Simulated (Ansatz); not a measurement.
**H₃O (doublet): the correlation ladder at distance O1–H3 along a hydrogen transfer = 1.095 Å, 6-31G**

Aim: climb from Hartree-Fock through coupled cluster and multireference methods for H₃O (doublet) at one geometry and basis, and see what each rung misses.

Computed with Ansatz 0.2.0, Gaussian basis. Level: 6-31G, core rule «outside noble gas», up to 1 orbitals frozen.

To be run: UHF; CCSD(T) on ROHF; CCSD(T) on UHF; BCCD(T) on ROHF; CISD; CCSDT(Q) on ROHF; CCSDT(Q) on UHF; CISDTQ; CASSCF and NEVPT2, 9 electrons in 7 orbitals.

13 further runs of the same task are left out: 1 that didn't finish, 12 set aside as unsound or not needed.

### 1 What is computed

The geometry derives from fragments relaxed apart (PBE0/def2-TZVP) and kept rigid, so it is no stationary point. A hydrogen atom is moved between rigid fragments.

4 atoms, charge 0, spin multiplicity 2.

Atoms are counted from 1 here; the program's logs count them from 0.

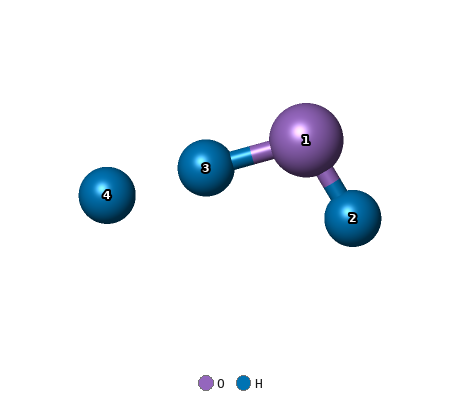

The geometry (oxygen purple, hydrogen blue); atoms are numbered from 1 in the order of the file.

### 2 UHF

The input, in.yaml:

```yaml
crystal:
  periodic: [false, false, false]
  atoms:
    - {symbol: O, position_ang: [-0.160156, -0.049094, 0.000000]}
    - {symbol: H, position_ang: [-0.409466, 0.877481, 0.000000]}
    - {symbol: H, position_ang: [0.934844, -0.049094, 0.000000]}
    - {symbol: H, position_ang: [2.016844, -0.049094, 0.000000]}
basis:
  gaussian: {orbitals: 6-31G}
magnetization: {spin_polarized: true, initial_magnetization: 1}
hamiltonian: {xc: hf}
output: {orbitals: {seedname: orbitals}}
```

The run is started by

```
$ ansatz run in.yaml --threads 1 --pin off --events-out ev --progress --plain --max-ram 2393MiB
```

After this run come: CCSD(T) on ROHF; CCSD(T) on UHF; BCCD(T) on ROHF; CISD; CCSDT(Q) on ROHF; CCSDT(Q) on UHF; CISDTQ; CASSCF and NEVPT2, 9 electrons in 7 orbitals.

**Question.** What will the summary of the whole plan be? Wanted: UCCSDT(Q) below the RHF energy; RMP2 from UCCSDT(Q); UMP2 from UCCSDT(Q); RCCSD from UCCSDT(Q); RCCSD(T) from UCCSDT(Q); UCCSD(T) from UCCSDT(Q); RCCSDT(Q) from UCCSDT(Q); NEVPT2 valence from UCCSDT(Q); T1 diagnostic.

The runs gave:

```
                         quantity                                                           value
   UCCSDT(Q) below the RHF energy                                                      -4.1129 eV
              RMP2 from UCCSDT(Q)                                                    +28.9 kJ/mol
              UMP2 from UCCSDT(Q)                                                    +32.1 kJ/mol
             RCCSD from UCCSDT(Q)                                                     +6.0 kJ/mol
          RCCSD(T) from UCCSDT(Q)                                                     +2.0 kJ/mol
          UCCSD(T) from UCCSDT(Q)                                                     +1.8 kJ/mol
         RCCSDT(Q) from UCCSDT(Q)                                                      0.0 kJ/mol
    NEVPT2 valence from UCCSDT(Q)                                                    +31.4 kJ/mol
levels within 1 kcal/mol (43 meV)  RCCSD(T), UCCSD(T), BCCD(T), RCCSDT, UCCSDT, CISDTQ, RCCSDT(Q)
                    T1 diagnostic                                                           0.027
   effectively unpaired electrons                                                            1.01
```

What this shows: RCCSD(T) misses by +2.0 kJ/mol, 0.5 % of the correlation energy. One determinant dominates. These misses are within one basis, not against nature; the frozen cores of restricted and unrestricted runs differ, which can shift their rows.
